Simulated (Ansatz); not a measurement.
Electronic density of states of amorphous Si24O53P2, density 2.21 g/cm³, on a 2×2×2 Γ-centred mesh with a Gaussian width of 0.1 eV; energies count from the Fermi level, whose place inside the gap is arbitrary. Cell and mesh are small, so fine structure isn't converged. All values below come from PBE, scalar-relativistic without spin-orbit coupling (plane waves to 420 eV, PAW; Ansatz, a program for electronic structure). Sampling: a 2×2×2 Γ-centred mesh; Fermi-Dirac width 0.02 eV; no spin polarisation. At PBE the levels at the filled edge of the gap are localised (band-tail or defect states), and the nearest spread-out levels lie 5.3 eV apart at the zone centre.

A CHGNet melt-quench gave the starting glass, which DFT then relaxed. O atoms were pushed apart under 1.9 Å during the dynamics, to hinder bonds among them. The hot cell started wider than the set density and was brought back towards it in steps. It is the lowest in DFT energy of 2 quenches. It is a model cell: composition and starting density were chosen by hand, and all elements were melted together. No dispersion term was used. Its density started from a set value of 2.21 and ended at 2.21 g/cm³. Cooling (nominally 320 K/ps over its main leg) ran many orders faster than in experiment, which tends to leave more defects and strain. Values belong to this one cell and scatter from quench to quench. The volume was held where the preparation left it, at a PBE pressure of 0.3 GPa. Stress components on the final sampling reach 4.3 GPa.

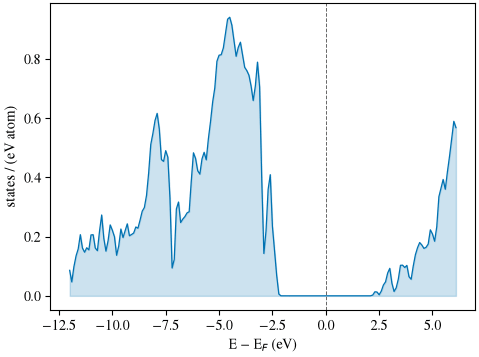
*Density of states per atom*

The level gap on this mesh is 4.73 eV; the broadening fills part of it in the curve.
